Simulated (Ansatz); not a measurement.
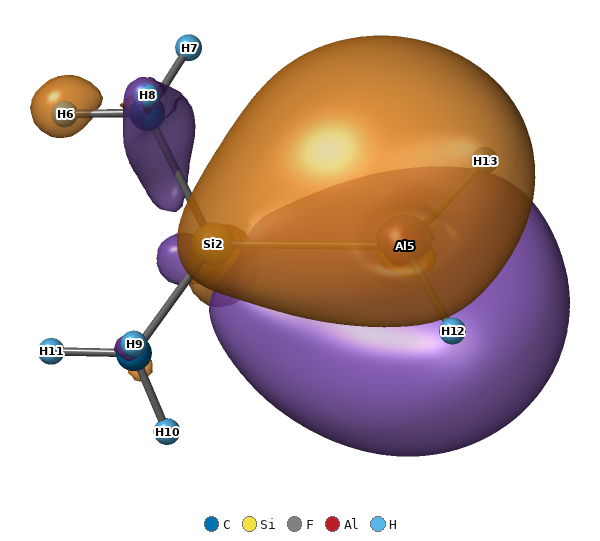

C2H8AlFSi (SMILES C[Si](C)(F)[AlH2]). The LUMO at ±0.06 Å⁻³ᐟ² (orange and purple are the two phases), seen at a tilt.

Geometry: PBE0-D4/def2-TZVP.

Level of theory: RKS PBE0-D4/def2-TZVPP in Ansatz 0.2.0.

```xyz
13

C    -1.7720    0.1148   -0.2107
Si    0.0857    0.1573   -0.4170
C     0.7592   -1.5849   -0.4034
F     0.3772    0.7588   -1.8967
Al    1.2095    1.6831    1.1882
H    -2.2284   -0.5107   -0.9837
H    -2.2060    1.1147   -0.2805
H    -2.0435   -0.3034    0.7633
H     0.5822   -2.0535    0.5693
H     1.8354   -1.6022   -0.5891
H     0.2694   -2.1950   -1.1680
H     2.3598    1.1696    2.1637
H     0.7918    3.2166    1.2796
```

Describe this orbital and give its energy.

Answer. By Hirshfeld shares it lies mainly on Al5 (about 70 %) and Si2 (about 15 %). Its energy is −2.07 eV.
